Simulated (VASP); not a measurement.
Energy against volume of AlN (zinc blende). All values below come from TPSS meta-GGA, VASP's PBE PAW potentials (set 64) (plane waves; VASP).

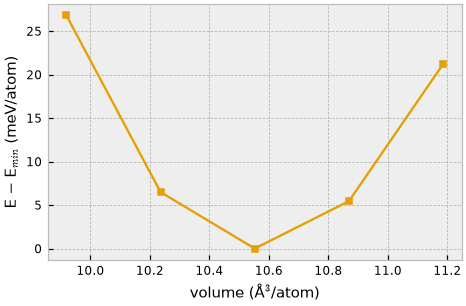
*Energy against volume*

Task: Estimate the equilibrium volume and the bulk modulus.

Result: The minimum lies near 10.6 Å³/atom, and the curvature gives B0 of about 200 GPa.

The compound is AlN in the zinc blende structure, a metastable form; wurtzite is the usual one. It was relaxed first.
